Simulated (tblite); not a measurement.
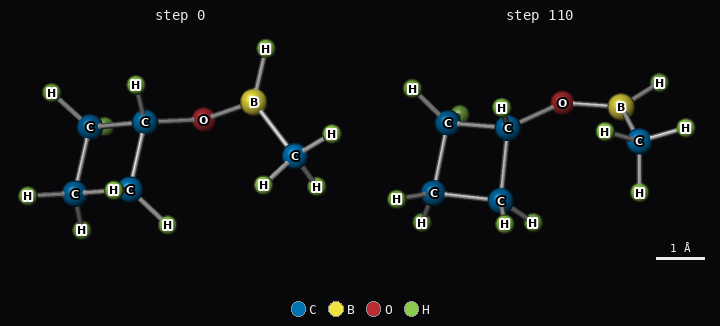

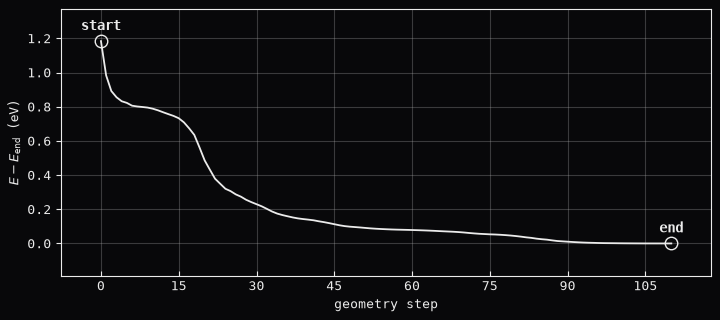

First and last geometry of a relaxation of C5H11BO, with the history of the run. The picture is a ball-and-stick view, seen at a tilt.

Computed with GFN2-xTB geometry optimisation, gas phase in tblite. 

**What do the curves and the structures tell?**

It converged. The atom that moves furthest after the best rigid fit is an H atom (1.55 Å). Largest moves by element: H 1.55 Å, C 0.57 Å, O 0.39 Å, B 0.36 Å. Among the contacts that change: B–O 1.459 → 1.330 Å, C–H 1.115 → 1.088 Å, C–C 1.515 → 1.537 Å, B–C 1.605 → 1.592 Å. Among the angles between lasting bonds that change: B–O–C 109.6° → 125.6°, O–B–H 120.6° → 113.7°, O–C–H 116.6° → 109.8°. Groups turn about B–O by about 95°, C–O by about 20°. The energy falls by 1.184 eV in 110 geometry steps.
